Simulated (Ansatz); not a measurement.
**Geometry relaxation, with input and output: C₂H₂F₄**

C₂H₂F₄, SMILES FCC(F)(F)F, computed with RKS r2SCAN-D4/def2-TZVPP (Ansatz 0.2.0).

Figures and captions count atoms from 1; the log counts them from 0 in places.

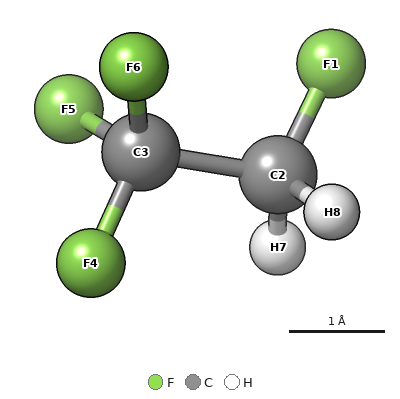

**Figure 1.** The structure as given in the input (ball-and-stick view, seen at a tilt; atoms are numbered from 1 in the order of the input). Bond lengths as drawn: C–C 1.53 Å, C–F 1.35 to 1.37 Å and C–H 1.11 Å.

## Results in brief

```tsv
quantity	value
outcome	converged
total energy	−12974.3434 eV
mean-field energy	−12974.3142 eV
SCF solution under orbital rotations	stable
largest force (length of the vector) at the end	0.001 eV/Å
hardware	4 threads of Intel Xeon @ 2.50GHz (Skylake/Cascade Lake), 189 GiB of memory available, shared host
wall time	41 s (CPU time 2.4 min)
peak memory	0.49 GiB
```

## Input
```yaml
crystal:
  periodic: [false, false, false]
  atoms:
    - { symbol: F, position_ang: [1.86191165, 0.09459137, -0.71590707] }
    - { symbol: C, position_ang: [1.12309784, -0.34633345, 0.35263079] }
    - { symbol: C, position_ang: [-0.35273437, -0.02219305, 0.14343081] }
    - { symbol: F, position_ang: [-1.05601861, -0.46915091, 1.21147595] }
    - { symbol: F, position_ang: [-0.84091706, -0.61797612, -0.96252509] }
    - { symbol: F, position_ang: [-0.55932941, 1.30442852, 0.02737427] }
    - { symbol: H, position_ang: [1.22475275, -1.44748071, 0.46632728] }
    - { symbol: H, position_ang: [1.4595072, 0.15105436, 1.28817306] }
basis:
  gaussian: { orbitals: def2-TZVPP }
hamiltonian:
  xc: r2scan
  dispersion: d4
relax:
  f_tol: 0.002
  max_steps: 150
```

Launched with:
```bash
ansatz run input.yaml --threads 4 --pin off --max-ram 10240MiB --backend cpu --events-out ev --progress --plain --runs-dir out
```

## The program's output
```
The last accepted step is kept in [file] (removed where the run ends without a failure and the disk answers)
Engine: ansatz 0.2.0, x86_64-unknown-linux-gnu
Functional definition: r2SCAN
  parameter k0 = 0.174
  parameter k1 = 0.065
  parameter a1 = 4.9479
  exchange = r2scan_x(k0 = k0, k1 = k1, a1 = a1)
  correlation = r2scan_c
1102 factors; their error is unknown
mean field evaluation 1: about -12970.9957 eV, gradient 4.7e1 eV
mean field evaluation 2: about -12969.2920 eV, gradient 5.9e1 eV
mean field evaluation 4: about -12974.3059 eV, gradient 2.3e0 eV
mean field evaluation 8: about -12974.3218 eV, gradient 6.6e-2 eV
mean field evaluation 16: about -12974.2928 eV, gradient 5.7e-4 eV
mean field -12974.29282979 eV, -476.7964672032 hartree, gradient 3.0e-5 eV, S^2 0.000000; 0 other end points of the search recorded, 0 dependent functions left out
the calculation of the forces begins
reference -12974.29283674 eV, -476.7964674588 hartree; 25, 25 occupied and 189, 189 virtual orbitals, 1102 factors
relax step   1: F+E_penalty+E_count = -12974.32203572 eV  Δ(F+E_penalty+E_count) = +0.000e0 eV  max|allowed force component| = 6.818e-1 eV/Å  Δτ_max = 0.0000 Å  (30 SCF iters, accepted)
these checks for a lower state are left out or cut short: starts, cluster_reference, orbital_swaps, neighbouring_geometries, increment
1102 factors; their error is unknown
mean field -12974.31133904 eV, -476.7971474057 hartree, gradient 2.7e-5 eV, S^2 0.000000; 0 other end points of the search recorded, 0 dependent functions left out
the calculation of the forces begins
reference -12974.31134597 eV, -476.7971476602 hartree; 25, 25 occupied and 189, 189 virtual orbitals, 1102 factors
relax step   2: F+E_penalty+E_count = -12974.34055946 eV  Δ(F+E_penalty+E_count) = -1.852e-2 eV  max|allowed force component| = 2.749e-1 eV/Å  Δτ_max = 0.0118 Å  (33 SCF iters, accepted)
these checks for a lower state are left out or cut short: starts, cluster_reference, orbital_swaps, neighbouring_geometries, increment
1102 factors; their error is unknown
mean field evaluation 32: about -12974.3141 eV, gradient 2.4e-5 eV
mean field -12974.31409654 eV, -476.7972487418 hartree, gradient 2.6e-5 eV, S^2 0.000000; 0 other end points of the search recorded, 0 dependent functions left out
the calculation of the forces begins
reference -12974.31410345 eV, -476.7972489957 hartree; 25, 25 occupied and 189, 189 virtual orbitals, 1102 factors
relax step   3: F+E_penalty+E_count = -12974.34332545 eV  Δ(F+E_penalty+E_count) = -2.766e-3 eV  max|allowed force component| = 4.394e-2 eV/Å  Δτ_max = 0.0066 Å  (33 SCF iters, accepted)
these checks for a lower state are left out or cut short: starts, cluster_reference, orbital_swaps, neighbouring_geometries, increment
1102 factors; their error is unknown
mean field -12974.31418137 eV, -476.7972518592 hartree, gradient 2.6e-5 eV, S^2 0.000000; 0 other end points of the search recorded, 0 dependent functions left out
the calculation of the forces begins
reference -12974.31418828 eV, -476.7972521132 hartree; 25, 25 occupied and 189, 189 virtual orbitals, 1102 factors
relax step   4: F+E_penalty+E_count = -12974.34341051 eV  Δ(F+E_penalty+E_count) = -8.506e-5 eV  max|allowed force component| = 1.278e-2 eV/Å  Δτ_max = 0.0016 Å  (33 SCF iters, accepted)
these checks for a lower state are left out or cut short: starts, cluster_reference, orbital_swaps, neighbouring_geometries, increment
1102 factors; their error is unknown
mean field -12974.31419523 eV, -476.7972523688 hartree, gradient 2.6e-5 eV, S^2 0.000000; 0 other end points of the search recorded, 0 dependent functions left out
the calculation of the forces begins
reference -12974.31420215 eV, -476.7972526228 hartree; 25, 25 occupied and 189, 189 virtual orbitals, 1102 factors
relax step   5: F+E_penalty+E_count = -12974.34342433 eV  Δ(F+E_penalty+E_count) = -1.382e-5 eV  max|allowed force component| = 7.198e-3 eV/Å  Δτ_max = 0.0018 Å  (33 SCF iters, accepted)
these checks for a lower state are left out or cut short: starts, cluster_reference, orbital_swaps, neighbouring_geometries, increment
1102 factors; their error is unknown
mean field -12974.31419631 eV, -476.7972524083 hartree, gradient 2.6e-5 eV, S^2 0.000000; 0 other end points of the search recorded, 0 dependent functions left out
the calculation of the forces begins
reference -12974.31420322 eV, -476.7972526623 hartree; 25, 25 occupied and 189, 189 virtual orbitals, 1102 factors
relax step   6: F+E_penalty+E_count = -12974.34342543 eV  Δ(F+E_penalty+E_count) = -1.109e-6 eV  max|allowed force component| = 7.870e-4 eV/Å  Δτ_max = 0.0003 Å  (33 SCF iters, accepted)
1102 factors; their error is unknown
mean field evaluation 64: about -12974.2155 eV, gradient 8.5e0 eV
```

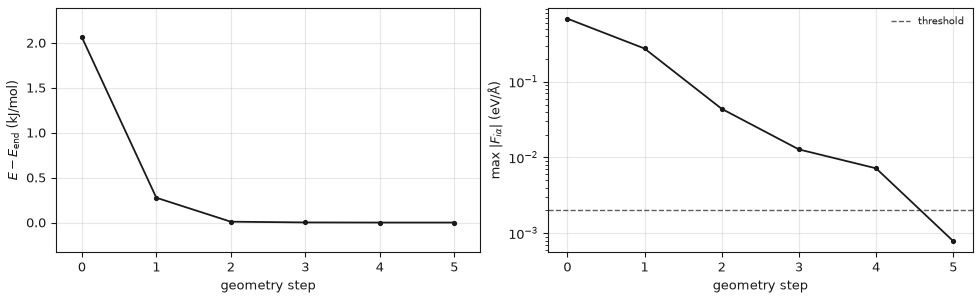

**Figure 2.** Progress of the relaxation, step by step (the first geometry is step 0 here and step 1 in the log).

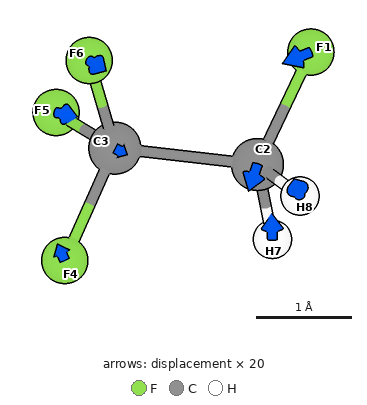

**Figure 3.** The starting structure with the displacements as blue arrows, magnified 20 times (ball-and-stick view, seen at a tilt). The two geometries are laid on each other by the best rigid fit. After 5 geometry steps the energy has fallen by 2.06 kJ/mol. Largest force component: 0.68 eV/Å at the start, 0.00079 eV/Å at the end. F1 moves most after the best rigid fit: 0.017 Å. By element the largest moves are F 0.017 Å, C 0.016 Å, H 0.015 Å. Among the contacts that change: C2–H7 1.112 → 1.092 Å, C2–C3 1.525 → 1.514 Å, C3–F5 1.348 → 1.340 Å, C3–F4 1.355 → 1.348 Å. (Atoms are counted from 1 in the order of the input.)

```
mean field -12974.31419631 eV, -476.7972524083 hartree, gradient 2.6e-5 eV, S^2 0.000000; 1 other end points of the search recorded, 0 dependent functions left out
the calculation of the forces begins
reference -12974.31420322 eV, -476.7972526623 hartree; 25, 25 occupied and 189, 189 virtual orbitals, 1102 factors
Total energy: -12974.34343235 eV, -476.7983268129 hartree
Atom 0 at     1.845345     0.094610    -0.710427 Å, force    -0.000410    -0.000305     0.000787 eV/Å
Atom 1 at     1.115994    -0.352136     0.365864 Å, force     0.000603     0.000211    -0.000587 eV/Å
Atom 2 at    -0.346231    -0.025099     0.147039 Å, force     0.000061    -0.000035     0.000092 eV/Å
Atom 3 at    -1.058744    -0.464151     1.203187 Å, force    -0.000174     0.000099    -0.000112 eV/Å
Atom 4 at    -0.830170    -0.614821    -0.954764 Å, force    -0.000066     0.000257     0.000210 eV/Å
Atom 5 at    -0.550272     1.294010     0.027598 Å, force    -0.000109    -0.000316    -0.000137 eV/Å
Atom 6 at     1.226033    -1.434602     0.458854 Å, force     0.000026    -0.000130    -0.000244 eV/Å
Atom 7 at     1.458315     0.149130     1.273630 Å, force     0.000068     0.000219    -0.000010 eV/Å
Dipole moment:     0.203258    -0.186527     0.304616 e Å
```

## Trajectory as extended XYZ (Å, eV, eV/Å), 6 frames, from step=1 to step=6
```
8
Properties=species:S:1:pos:R:3:forces:R:3 step=1 energy=-12974.32204
F     1.8619    0.0946   -0.7159   -0.1059  -0.0296   0.0879
C     1.1231   -0.3463    0.3526   -0.0851  -0.3374   0.6818
C    -0.3527   -0.0222    0.1434    0.1262   0.0093  -0.0617
F    -1.0560   -0.4692    1.2115    0.1655   0.1444  -0.3267
F    -0.8409   -0.6180   -0.9625    0.0717   0.2036   0.3195
F    -0.5593    1.3044    0.0274   -0.0144  -0.3818   0.0163
H     1.2248   -1.4475    0.4663   -0.0221   0.5817  -0.1602
H     1.4595    0.1511    1.2882   -0.1360  -0.1902  -0.5568
8
Properties=species:S:1:pos:R:3:forces:R:3 step=2 energy=-12974.34056
F     1.8518    0.0932   -0.7101    0.0316   0.0220  -0.0516
C     1.1202   -0.3501    0.3607   -0.1189  -0.1237   0.2749
C    -0.3474   -0.0235    0.1445   -0.0017   0.0027  -0.0096
F    -1.0547   -0.4664    1.2058    0.0546   0.0478  -0.1080
F    -0.8366   -0.6151   -0.9580    0.0599   0.0780   0.1278
F    -0.5563    1.2982    0.0272    0.0252  -0.1569   0.0054
H     1.2251   -1.4387    0.4621   -0.0065   0.1925  -0.0540
H     1.4582    0.1494    1.2787   -0.0442  -0.0624  -0.1848
8
Properties=species:S:1:pos:R:3:forces:R:3 step=3 energy=-12974.34332
F     1.8478    0.0937   -0.7098    0.0107   0.0112  -0.0246
C     1.1169   -0.3515    0.3643   -0.0439  -0.0116   0.0353
C    -0.3458   -0.0250    0.1468   -0.0017   0.0063  -0.0133
F    -1.0564   -0.4650    1.2039    0.0018   0.0012  -0.0026
F    -0.8311   -0.6143   -0.9546    0.0003  -0.0071  -0.0019
F    -0.5514    1.2938    0.0277    0.0023   0.0061   0.0043
H     1.2240   -1.4336    0.4595    0.0130  -0.0187  -0.0067
H     1.4562    0.1488    1.2732    0.0175   0.0127   0.0096
8
Properties=species:S:1:pos:R:3:forces:R:3 step=4 energy=-12974.34341
F     1.8463    0.0941   -0.7100    0.0072   0.0048  -0.0111
C     1.1162   -0.3519    0.3654   -0.0128  -0.0029   0.0094
C    -0.3460   -0.0249    0.1467   -0.0003   0.0003  -0.0010
F    -1.0572   -0.4646    1.2033   -0.0067  -0.0011   0.0042
F    -0.8308   -0.6144   -0.9548    0.0020  -0.0033  -0.0022
F    -0.5510    1.2940    0.0276    0.0030   0.0033   0.0009
H     1.2253   -1.4343    0.4592    0.0032  -0.0045  -0.0022
H     1.4576    0.1491    1.2736    0.0043   0.0035   0.0020
8
Properties=species:S:1:pos:R:3:forces:R:3 step=5 energy=-12974.34342
F     1.8453    0.0946   -0.7104    0.0005   0.0009  -0.0018
C     1.1160   -0.3521    0.3659    0.0021  -0.0020   0.0032
C    -0.3461   -0.0252    0.1471   -0.0072   0.0010   0.0003
F    -1.0590   -0.4641    1.2032    0.0039   0.0005  -0.0021
F    -0.8301   -0.6148   -0.9547    0.0003  -0.0007  -0.0004
F    -0.5502    1.2939    0.0276    0.0006   0.0006   0.0002
H     1.2260   -1.4347    0.4587    0.0002   0.0017   0.0012
H     1.4584    0.1493    1.2736   -0.0004  -0.0020  -0.0006
8
Properties=species:S:1:pos:R:3:forces:R:3 step=6 energy=-12974.34342
F     1.8453    0.0946   -0.7104   -0.0004  -0.0003   0.0008
C     1.1160   -0.3521    0.3659    0.0006   0.0002  -0.0006
C    -0.3462   -0.0251    0.1470    0.0001   0.0000   0.0001
F    -1.0587   -0.4642    1.2032   -0.0002   0.0001  -0.0001
F    -0.8302   -0.6148   -0.9548   -0.0001   0.0003   0.0002
F    -0.5503    1.2940    0.0276   -0.0001  -0.0003  -0.0001
H     1.2260   -1.4346    0.4589    0.0000  -0.0001  -0.0002
H     1.4583    0.1491    1.2736    0.0001   0.0002   0.0000
```
